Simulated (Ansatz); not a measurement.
# C2H5AlBNO: a ladder of functionals and wavefunction methods, part 2 of 2

Ansatz 0.2.0, Gaussian basis; functionals in def2-TZVPP, the program's frozen cores in correlated methods.

## 14. CAM-B3LYP-D4 (range-separated)

File in.yaml:

```yaml
crystal:
  periodic: [false, false, false]
  atoms:
    - {symbol: C, position_ang: [-2.963883, 0.205312, 1.931107]}
    - {symbol: N, position_ang: [-1.936088, 0.025307, 1.253628]}
    - {symbol: Al, position_ang: [-0.531694, -0.364425, 0.304211]}
    - {symbol: O, position_ang: [0.553495, 1.008051, -0.222896]}
    - {symbol: B, position_ang: [1.169356, -0.036938, -0.745606]}
    - {symbol: C, position_ang: [2.435550, -0.309208, -1.592536]}
    - {symbol: H, position_ang: [-3.949004, 0.388176, 1.474490]}
    - {symbol: H, position_ang: [-2.954872, 0.200115, 3.032163]}
    - {symbol: H, position_ang: [3.101893, -1.001267, -1.070690]}
    - {symbol: H, position_ang: [2.977653, 0.616807, -1.806544]}
    - {symbol: H, position_ang: [2.162994, -0.788829, -2.536729]}
basis:
  gaussian: {orbitals: def2-TZVPP}
hamiltonian: {xc: {name: CAM-B3LYP}, dispersion: d4}
output: {orbitals: {seedname: orbitals}}
```

Command:

```sh
$ ansatz run in.yaml --threads 4 --pin off --events-out ev --progress --plain --max-ram 10444MiB
```

Output, shortened:

```text
Functional definition: CAM-B3LYP
  name "CAM-B3LYP"
  cite "Yanai, Tew & Handy, Chem. Phys. Lett. 393, 51 (2004) doi:10.1016/j.cplett.2004.06.011"
  cite "Iikura, Tsuneda, Yanai & Hirao, J. Chem. Phys. 115, 3540 (2001) doi:10.1063/1.1383587"
  cite "Becke, Phys. Rev. A 38, 3098 (1988) doi:10.1103/PhysRevA.38.3098"
  cite "Lee, Yang & Parr, Phys. Rev. B 37, 785 (1988) doi:10.1103/PhysRevB.37.785"
  cite "Vosko, Wilk & Nusair, Can. J. Phys. 58, 1200 (1980) doi:10.1139/p80-159"
[...]
  # Exact exchange under (alpha + beta erf(omega r))/r, Becke's under what is left of 1/r.
[...]
1418 factors; their error is unknown
375 factors; integrals over basis functions are off by at most 1.6e-5 eV
[...]
mean field -12966.66574513 eV, -476.5161770117 hartree, gradient 5.8e-5 eV, S^2 0.000000; 0 other end points of the search recorded, 0 dependent functions left out
reference -12966.66590296 eV, -476.5161828119 hartree; 25, 25 occupied and 242, 242 virtual orbitals, 1418 factors
Total energy: -12966.84192882 eV, -476.5226516430 hartree
```

Wall time 3.7 s (4 threads of Arm Neoverse V2, shared host); peak memory 0.71 GiB.

Atomisation energy: 45.987 eV (free atoms -12920.855 eV, run apart). HOMO -7.01 eV, LUMO -0.30 eV.

## 15. LC-ωPBE (range-separated)

Changes to in.yaml since step 14:

```diff
@@ -16,3 +16,3 @@
   gaussian: {orbitals: def2-TZVPP}
-hamiltonian: {xc: {name: CAM-B3LYP}, dispersion: d4}
+hamiltonian: {xc: {name: LC-wPBE}}
 output: {orbitals: {seedname: orbitals}}
```

The command is unchanged.

Output, shortened:

```text
Functional definition: LC-wPBE
  name "LC-wPBE"
  cite "Vydrov & Scuseria, J. Chem. Phys. 125, 234109 (2006) doi:10.1063/1.2409292"
  cite "Heyd & Scuseria, J. Chem. Phys. 120, 7274 (2004) doi:10.1063/1.1668634"
  cite "Ernzerhof & Perdew, J. Chem. Phys. 109, 3313 (1998) doi:10.1063/1.476928"
  cite "Perdew, Burke & Ernzerhof, Phys. Rev. Lett. 77, 3865 (1996) doi:10.1103/PhysRevLett.77.3865"
  parent pbe
[...]
1399 factors; their error is unknown
470 factors; integrals over basis functions are off by at most 2.5e-5 eV
[...]
mean field -12962.61672247 eV, -476.3673781736 hartree, gradient 1.6e-5 eV, S^2 0.000000; 0 other end points of the search recorded, 0 dependent functions left out
reference -12962.61672248 eV, -476.3673781739 hartree; 25, 25 occupied and 242, 242 virtual orbitals, 1399 factors
Total energy: -12962.61672248 eV, -476.3673781739 hartree
```

It took 2.9 s on 4 threads of Arm Neoverse V2, shared host; peak memory 0.48 GiB.

With the free atoms at this level, -12916.903 eV in sum, the atomisation energy is 45.714 eV. HOMO -8.18 eV, LUMO 0.80 eV.

## 16. ωB97X-V (range-separated)

Changes to in.yaml since step 15:

```diff
@@ -16,3 +16,3 @@
   gaussian: {orbitals: def2-TZVPP}
-hamiltonian: {xc: {name: LC-wPBE}}
+hamiltonian: {xc: {name: wB97X-V}}
 output: {orbitals: {seedname: orbitals}}
```

Same command.

Output, shortened:

```text
Functional definition: wB97X-V
  name "wB97X-V"
  cite "Mardirossian & Head-Gordon, Phys. Chem. Chem. Phys. 16, 9904 (2014) doi:10.1039/C3CP54374A"
  cite "Becke, J. Chem. Phys. 107, 8554 (1997) doi:10.1063/1.475007"
  cite "Vydrov & Van Voorhis, J. Chem. Phys. 133, 244103 (2010) doi:10.1063/1.3521275"
[...]
      + integral(e_c_pw_opposite_spin*poly(b97_u_opposite, cos0, cos1)) + vv10(b, c)
1418 factors; their error is unknown
348 factors; integrals over basis functions are off by at most 1.2e-5 eV
[...]
mean field -12966.31822490 eV, -476.5034058789 hartree, gradient 4.7e-5 eV, S^2 0.000000; 0 other end points of the search recorded, 0 dependent functions left out
reference -12966.31822248 eV, -476.5034057898 hartree; 25, 25 occupied and 242, 242 virtual orbitals, 1418 factors
Total energy: -12966.31822248 eV, -476.5034057898 hartree
```

It took 8 s on 4 threads of Arm Neoverse V2, shared host; peak memory 0.78 GiB.

With the free atoms at this level, -12920.542 eV in sum, the atomisation energy is 45.776 eV. HOMO -7.91 eV, LUMO 0.74 eV.

## 17. ωB97M-V (range-separated)

Changes to in.yaml since step 16:

```diff
@@ -16,3 +16,3 @@
   gaussian: {orbitals: def2-TZVPP}
-hamiltonian: {xc: {name: wB97X-V}}
-output: {orbitals: {seedname: orbitals}}
+hamiltonian: {xc: {name: wB97M-V}}
+output: {forces: true, orbitals: {seedname: orbitals}}
```

Same command.

Output, shortened:

```text
Functional definition: wB97M-V
  name "wB97M-V"
  cite "Mardirossian & Head-Gordon, J. Chem. Phys. 144, 214110 (2016) doi:10.1063/1.4952647"
  cite "Becke, J. Chem. Phys. 107, 8554 (1997) doi:10.1063/1.475007"
  cite "Vydrov & Van Voorhis, J. Chem. Phys. 133, 244103 (2010) doi:10.1063/1.3521275"
  # Of w^i u^j: cxij and so on, Table III.
[...]
  gx(w, u) = 1 - cx + cx01*u + cx10*w
  gss(w, u) = css00 + css04*u^4 + css10*w + css20*w^2 + css43*w^4*u^3
  gos(w, u) = cos00 + cos10*w + (cos20 + cos21*u)*w^2 + (cos60 + cos61*u)*w^6
[...]
      + integral(e_c_pw_mod_opposite_spin*gos(b97_w_opposite, b97_u_opposite)) + vv10(b, c)
1402 factors; their error is unknown
348 factors; integrals over basis functions are off by at most 1.2e-5 eV
[...]
Atom 1 at    -1.936088     0.025307     1.253628 Å, force    -0.063990    -0.037702     0.035824 eV/Å
Atom 2 at    -0.531694    -0.364425     0.304211 Å, force     0.150957     0.025326    -0.093568 eV/Å
Atom 3 at     0.553495     1.008051    -0.222896 Å, force    -0.032573     0.073161     0.030510 eV/Å
Atom 4 at     1.169356    -0.036938    -0.745606 Å, force    -0.037156    -0.091669     0.012280 eV/Å
Atom 5 at     2.435550    -0.309208    -1.592536 Å, force     0.117194    -0.021535    -0.079379 eV/Å
Atom 6 at    -3.949004     0.388176     1.474490 Å, force     0.111800    -0.017543     0.035102 eV/Å
Atom 7 at    -2.954872     0.200115     3.032163 Å, force     0.014027     0.000585    -0.118111 eV/Å
Atom 8 at     3.101893    -1.001267    -1.070690 Å, force    -0.047055     0.054311    -0.034894 eV/Å
Atom 9 at     2.977653     0.616807    -1.806544 Å, force    -0.049867    -0.074909     0.021028 eV/Å
Atom 10 at     2.162994    -0.788829    -2.536729 Å, force     0.018946     0.038853     0.067382 eV/Å
Dipole moment:    -0.221465    -0.191629     0.116405 e Å
```

It took 12 s on 4 threads of Arm Neoverse V2, shared host; peak memory 0.91 GiB.

Atomisation energy: 45.940 eV (free atoms -12920.786 eV, run apart). HOMO -7.77 eV, LUMO 0.59 eV.

## 18. B2PLYP (double hybrid)

Changes to in.yaml since step 17:

```diff
@@ -16,3 +16,2 @@
   gaussian: {orbitals: def2-TZVPP}
-hamiltonian: {xc: {name: wB97M-V}}
-output: {forces: true, orbitals: {seedname: orbitals}}
+hamiltonian: {xc: {name: B2PLYP}}
```

Launched as before.

Output, shortened:

```text
Functional definition: B2PLYP
  name "B2PLYP"
  cite "Grimme, J. Chem. Phys. 124, 034108 (2006) doi:10.1063/1.2148954"
  cite "Becke, Phys. Rev. A 38, 3098 (1988) doi:10.1103/PhysRevA.38.3098"
  cite "Lee, Yang & Parr, Phys. Rev. B 37, 785 (1988) doi:10.1103/PhysRevB.37.785"
[...]
1612 factors; integrals over basis functions are off by at most 1.1e-3 eV
[...]
mean field -12953.00009468 eV, -476.0139736206 hartree, gradient 2.4e-6 eV, S^2 0.000000; 0 other end points of the search recorded, 0 dependent functions left out
10 core orbitals not correlated: weight in the atoms' cores, before any rotation towards them, 1.000 or more for the frozen orbitals, at most 0.000 for the correlated occupied ones
reference -12953.00029791 eV, -476.0139810893 hartree; 15, 15 occupied and 242, 242 virtual orbitals, 1612 factors
second order -30.94060864 eV of doubles, -0.00000000 eV of singles
Total energy: -12961.35426224 eV, -476.3209836160 hartree
```

It took 6.5 s on 4 threads of Arm Neoverse V2, shared host; peak memory 0.67 GiB.

Atomisation energy: 45.415 eV (free atoms -12915.939 eV, run apart).

## 19. PBE-QIDH (double hybrid)

Changes to in.yaml since step 18:

```diff
@@ -16,2 +16,2 @@
   gaussian: {orbitals: def2-TZVPP}
-hamiltonian: {xc: {name: B2PLYP}}
+hamiltonian: {xc: {name: PBE-QIDH}}
```

Launched as before.

Output, shortened:

```text
Functional definition: PBE-QIDH
  name "PBE-QIDH"
  cite "Brémond, Sancho-García, Pérez-Jiménez & Adamo, J. Chem. Phys. 141, 031101 (2014) doi:10.1063/1.4890314"
  cite "Perdew, Burke & Ernzerhof, Phys. Rev. Lett. 77, 3865 (1996) doi:10.1103/PhysRevLett.77.3865"
[...]
1612 factors; integrals over basis functions are off by at most 1.1e-3 eV
[...]
mean field -12945.81628152 eV, -475.7499733563 hartree, gradient 4.6e-6 eV, S^2 0.000000; 0 other end points of the search recorded, 0 dependent functions left out
10 core orbitals not correlated: weight in the atoms' cores, before any rotation towards them, 1.000 or more for the frozen orbitals, at most 0.000 for the correlated occupied ones
reference -12945.81629705 eV, -475.7499739272 hartree; 15, 15 occupied and 242, 242 virtual orbitals, 1612 factors
second order -28.56708673 eV of doubles, -0.00000000 eV of singles
Total energy: -12955.33865930 eV, -476.0999142852 hartree
```

It took 7 s on 4 threads of Arm Neoverse V2, shared host; peak memory 0.67 GiB.

Atomisation energy: 45.426 eV (free atoms -12909.912 eV, run apart).

## 20. Orbital energies across the functionals

Dipoles come from the runs that computed forces. Levels are read from the orbital files that the runs wrote:

```csv
functional,HOMO (eV),LUMO (eV),gap (eV),dipole (D)
LDA (SPW92),-4.99,-2.59,2.39,
PBE-D4,-4.85,-2.35,2.49,0.97
revPBE-D4,-4.79,-2.26,2.52,
BLYP-D4,-4.72,-2.20,2.52,
r2SCAN-D4,-4.97,-2.17,2.80,1.05
B97M-V,-4.99,-2.04,2.96,
PBE0-D4,-5.79,-1.40,4.40,
B3LYP-D4,-5.64,-1.60,4.03,1.33
r2SCANh-D4,-5.33,-1.81,3.52,
r2SCAN0-D4,-5.88,-1.29,4.59,
HSE06-D4,-5.40,-1.77,3.63,
BHLYP-D4,-6.67,-0.36,6.31,
CAM-B3LYP-D4,-7.01,-0.30,6.71,
LC-ωPBE,-8.18,0.80,8.98,
ωB97X-V,-7.91,0.74,8.65,
ωB97M-V,-7.77,0.59,8.35,1.51
```

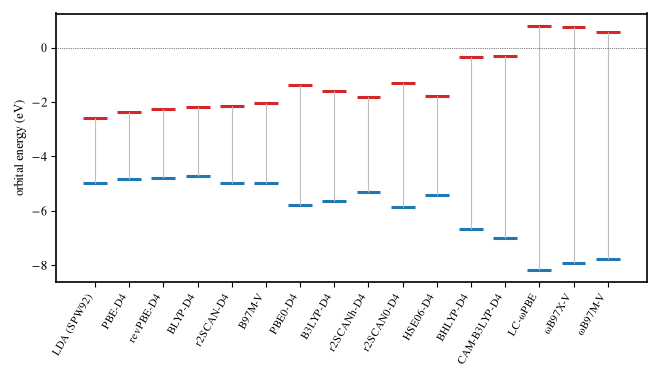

Highest occupied (blue) and lowest empty (red) level by functional.

## 21. CCSD(T) in def2-SVP

Changes to in.yaml since step 19:

```diff
@@ -15,3 +15,3 @@
 basis:
-  gaussian: {orbitals: def2-TZVPP}
-hamiltonian: {xc: {name: PBE-QIDH}}
+  gaussian: {orbitals: def2-SVP}
+correlation: {method: ccsd_t}
```

Launched as before.

Output, shortened:

```text
Functional definition: HF
  name "HF"
  cite "Fock, Z. Phys. 61, 126 (1930) doi:10.1007/BF01340294"
  parent pbe
[...]
1121 factors; integrals over basis functions are off by at most 1.7e-3 eV
[...]
mean field -12907.62693087 eV, -474.3465406059 hartree, gradient 9.3e-7 eV, S^2 0.000000; 0 other end points of the search recorded, 0 dependent functions left out; unrestricted orbitals would lower it
10 core orbitals not correlated: weight in the atoms' cores, before any rotation towards them, 1.000 or more for the frozen orbitals, at most 0.000 for the correlated occupied ones
reference -12907.62693087 eV, -474.3465406059 hartree; 15, 15 occupied and 88, 88 virtual orbitals, 1121 factors
second order -20.46568935 eV of doubles, -0.00000000 eV of singles
cycle   1  -20.85667888 eV  change   -3.9e-1 eV  update   1.3e-1
[...]
cycle  11  -21.66801409 eV  change    3.2e-5 eV  update   1.9e-5
perturbative correction -0.78103255 eV, -0.0287024169 hartree
Total energy: -12930.07597752 eV, -475.1715278536 hartree
```

Run time: 7 s. Hardware: 4 threads of Arm Neoverse V2, shared host; peak memory 0.56 GiB.

## 22. CCSD(T) in def2-TZVPP

Changes to in.yaml since step 21:

```diff
@@ -15,3 +15,4 @@
 basis:
-  gaussian: {orbitals: def2-SVP}
+  gaussian: {orbitals: def2-TZVPP}
 correlation: {method: ccsd_t}
+output: {orbitals: {seedname: orbitals}}
```

The command is unchanged.

Output, shortened:

```text
Functional definition: HF
  name "HF"
  cite "Fock, Z. Phys. 61, 126 (1930) doi:10.1007/BF01340294"
  parent pbe
[...]
1612 factors; integrals over basis functions are off by at most 1.1e-3 eV
[...]
mean field -12917.34677152 eV, -474.7037381614 hartree, gradient 2.9e-6 eV, S^2 0.000000; 0 other end points of the search recorded, 0 dependent functions left out; unrestricted orbitals would lower it
10 core orbitals not correlated: weight in the atoms' cores, before any rotation towards them, 1.000 or more for the frozen orbitals, at most 0.000 for the correlated occupied ones
reference -12917.34677152 eV, -474.7037381614 hartree; 15, 15 occupied and 242, 242 virtual orbitals, 1612 factors
second order -25.21615501 eV of doubles, -0.00000000 eV of singles
cycle   1  -25.24897932 eV  change   -3.3e-2 eV  update   1.3e-1
[...]
cycle  12  -26.10358353 eV  change   -2.0e-5 eV  update   1.0e-5
perturbative correction -1.20387272 eV, -0.0442415065 hartree
Total energy: -12944.65422778 eV, -475.7072686691 hartree
```

It took 3.4 min on 4 threads of Arm Neoverse V2, shared host; peak memory 6.8 GiB.

## 23. MP2 in def2-QZVPP

Changes to in.yaml since step 22:

```diff
@@ -15,4 +15,3 @@
 basis:
-  gaussian: {orbitals: def2-TZVPP}
-correlation: {method: ccsd_t}
-output: {orbitals: {seedname: orbitals}}
+  gaussian: {orbitals: "def2-QZVPP.json"}
+correlation: {method: mp2}
```

Same command.

Output:

```text
Functional definition: HF
  name "HF"
  cite "Fock, Z. Phys. 61, 126 (1930) doi:10.1007/BF01340294"
  parent pbe
  exchange = exact_x
  correlation = 0
3035 factors; integrals over basis functions are off by at most 1.1e-3 eV
mean field evaluation 1: about -12910.0304 eV, gradient 5.9e1 eV
mean field evaluation 2: about -12910.1663 eV, gradient 5.9e1 eV
mean field evaluation 4: about -12917.6945 eV, gradient 5.9e0 eV
mean field evaluation 8: about -12917.8342 eV, gradient 5.5e-1 eV
mean field evaluation 16: about -12917.8358 eV, gradient 1.7e-6 eV
mean field -12917.83584760 eV, -474.7217113756 hartree, gradient 1.7e-6 eV, S^2 0.000000; 0 other end points of the search recorded, 0 dependent functions left out; unrestricted orbitals would lower it
10 core orbitals not correlated: weight in the atoms' cores, before any rotation towards them, 1.000 or more for the frozen orbitals, at most 0.000 for the correlated occupied ones
reference -12917.83584760 eV, -474.7217113756 hartree; 15, 15 occupied and 480, 480 virtual orbitals, 3035 factors
second order -26.98144921 eV of doubles, -0.00000000 eV of singles
Total energy: -12944.81729681 eV, -475.7132613455 hartree
```

It took 28 s on 4 threads of Arm Neoverse V2, shared host; peak memory 3 GiB.

The pieces so far (eV):

```
     basis           HF  MP2 correlation  CCSD correlation      (T)              total
  def2-SVP  -12907.6269         -20.4657          -21.6680  -0.7810        -12930.0760
def2-TZVPP  -12917.3468         -25.2162          -26.1036  -1.2039        -12944.6542
def2-QZVPP  -12917.8358         -26.9814                             -12944.8173 (MP2)
```

The report of the def2-TZVPP run gives T1 = 0.0160.

## 24. From triple and quadruple zeta to the limit

No new run: Hartree-Fock is extrapolated as exp(−7.88√X) and correlation as X^−2.97, with X = 3 and 4; only MP2 was run in the larger set, so CCSD(T) minus MP2 is added from the smaller one.

| level | energy at the limit (eV) |
| --- | --- |
| HF | -12917.9032 |
| MP2 | -12946.1923 |
| CCSD | -12947.0797 |
| CCSD(T) | -12948.2836 |

## 25. RPA on PBE orbitals

Changes to in.yaml since step 23:

```diff
@@ -15,3 +15,4 @@
 basis:
-  gaussian: {orbitals: "def2-QZVPP.json"}
-correlation: {method: mp2}
+  gaussian: {orbitals: def2-TZVPP}
+hamiltonian: {xc: pbe}
+correlation: {method: rpa}
```

The command is unchanged.

Output, shortened:

```text
Functional definition: PBE
  name "PBE"
  cite "Perdew, Burke & Ernzerhof, Phys. Rev. Lett. 77, 3865 (1996) doi:10.1103/PhysRevLett.77.3865"
  parent pbe
[...]
1612 factors; integrals over basis functions are off by at most 1.1e-3 eV
[...]
mean field -12957.96830625 eV, -476.1965520282 hartree, gradient 1.5e-6 eV, S^2 0.000000; 1 other end points of the search recorded, 0 dependent functions left out
10 core orbitals not correlated: weight in the atoms' cores, before any rotation towards them, 1.000 or more for the frozen orbitals, at most 0.000 for the correlated occupied ones
reference -12915.48061575 eV, -474.6351582016 hartree; 15, 15 occupied and 242, 242 virtual orbitals, 1612 factors
Total energy: -12956.43369997 eV, -476.1401562877 hartree
```

It took 8 s on 4 threads of Arm Neoverse V2, shared host; peak memory 0.67 GiB.

RPA correlation: -40.953 eV. No RPA run of the hydrogen atom was made, so RPA has no atomisation energy below.

## 26. Atomisation energies

Atomisation energy = energies of 2 C, 1 N, 1 Al, 1 O, 1 B, 5 H (separate runs, same level) minus the molecule's; electronic only, no spin-orbit term.

Differences are taken before rounding.

```
            method             rung  atoms, summed (eV)  atomisation energy (eV)  from CCSD(T)/CBS (eV)     time
       LDA (SPW92)              LDA          -12833.867                   52.830                 +7.241    1.4 s
            PBE-D4              GGA          -12910.974                   47.198                 +1.609    2.7 s
         revPBE-D4              GGA          -12920.993                   45.849                 +0.260    2.3 s
           BLYP-D4              GGA          -12922.187                   46.108                 +0.519    2.3 s
         r2SCAN-D4         meta-GGA          -12919.217                   46.089                 +0.500    5.5 s
            B97M-V         meta-GGA          -12921.449                   46.081                 +0.492     11 s
           PBE0-D4           hybrid          -12913.044                   45.956                 +0.367    3.2 s
          B3LYP-D4           hybrid          -12924.905                   45.855                 +0.266    4.8 s
        r2SCANh-D4           hybrid          -12919.210                   45.659                 +0.070    5.5 s
        r2SCAN0-D4           hybrid          -12919.214                   45.042                 -0.547    5.5 s
          HSE06-D4           hybrid          -12912.490                   46.002                 +0.414    3.5 s
          BHLYP-D4           hybrid          -12922.120                   44.117                 -1.472    3.4 s
      CAM-B3LYP-D4  range-separated          -12920.855                   45.987                 +0.398    3.7 s
           LC-ωPBE  range-separated          -12916.903                   45.714                 +0.125    2.9 s
           ωB97X-V  range-separated          -12920.542                   45.776                 +0.188      8 s
           ωB97M-V  range-separated          -12920.786                   45.940                 +0.351     12 s
            B2PLYP    double hybrid          -12915.939                   45.415                 -0.174    6.5 s
          PBE-QIDH    double hybrid          -12909.912                   45.426                 -0.162      7 s
     HF/def2-TZVPP     wavefunction          -12884.839                   32.508                -13.081         
    MP2/def2-TZVPP     wavefunction          -12897.026                   45.537                 -0.052         
   CCSD/def2-TZVPP     wavefunction          -12900.003                   43.447                 -2.142         
  CCSD(T)/def2-SVP     wavefunction          -12886.718                   43.358                 -2.231      7 s
CCSD(T)/def2-TZVPP     wavefunction          -12900.320                   44.335                 -1.254  3.4 min
           MP2/CBS     wavefunction          -12899.401                   46.791                 +1.202         
       CCSD(T)/CBS     wavefunction          -12902.695                   45.589                      0  3.9 min
```

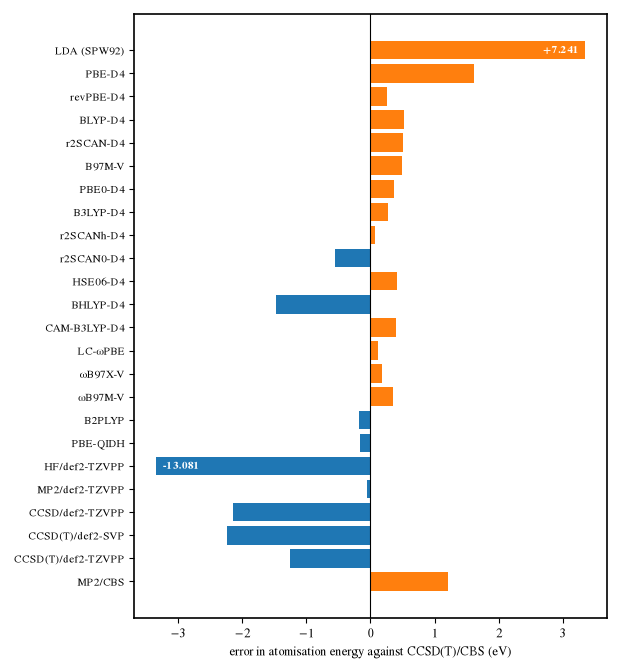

Error of each method against CCSD(T)/CBS. Bars with a number in them are cut short.

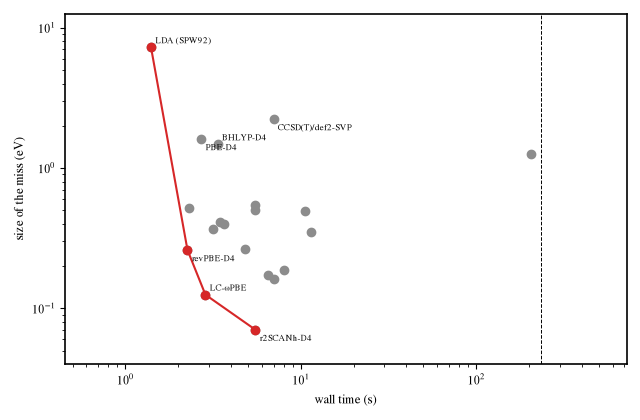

Accuracy for the time spent; red marks the levels that beat every quicker one drawn (of those quicker than the yardstick), and the dashed line is the time of CCSD(T)/CBS. Only those levels and the largest misses are named. Times are from a shared host.

LDA (SPW92), LC-ωPBE, B2PLYP, PBE-QIDH carry no dispersion term (for B3LYP, D4 adds 0.328 eV).

Times are those of the molecule's run; HF, MP2 and CCSD come out of the CCSD(T) runs, and the limit's time is the sum of the runs that it needs.

## 27. Results

What follows sums up all 2 parts.

| quantity | value |
| --- | --- |
| atomisation energy, CCSD(T)/CBS | 45.589 eV |
| functionals within 0.228 eV (0.5 %) | r2SCANh-D4, LC-ωPBE, ωB97X-V, B2PLYP, PBE-QIDH |
| farthest beyond LDA | PBE-D4 (+1.609 eV) |
| mean size of error, GGA | 0.796 eV |
| mean size of error, meta-GGA | 0.496 eV |
| mean size of error, hybrid | 0.523 eV |
| mean size of error, range-separated | 0.266 eV |
| mean size of error, double hybrid | 0.168 eV |
| gap, smallest and largest | 2.39 eV (LDA (SPW92)), 8.98 eV (LC-ωPBE) |
| T1 diagnostic | 0.0160 |
| triples share of the correlation energy | 4.4 % |

What this shows: The LDA atomisation energy is off by 7.241 eV (16 %): it overbinds. PBE-D4 misses by +1.609 eV. Double hybrids carry the basis error of their MP2 part in triple zeta, and no dispersion term here, so their miss is partly the set-up's. By mean error the best rung here is double hybrid (0.168 eV) and the worst beyond LDA is GGA (0.796 eV). The gap between the best rungs is small, so their order is not settled. The reference freezes the cores and leaves out relativity and excitations past (T), so misses under about 0.228 eV can't be ranked. Hartree-Fock recovers 71 % of the binding; the rest is correlation. CCSD(T) in def2-SVP is off by -2.231 eV, which most functionals beat. The gap grows from 2.4 to 9.0 eV across the functionals, mostly with the share of exact exchange. The restricted reference is unstable towards a spin-broken one.

For cost: r2SCANh-D4 gets within 0.070 eV in 5.5 s, where CCSD(T)/CBS took 3.9 min; the quickest level in the cost chart, LDA (SPW92), takes 1.4 s and misses by 7.241 eV.
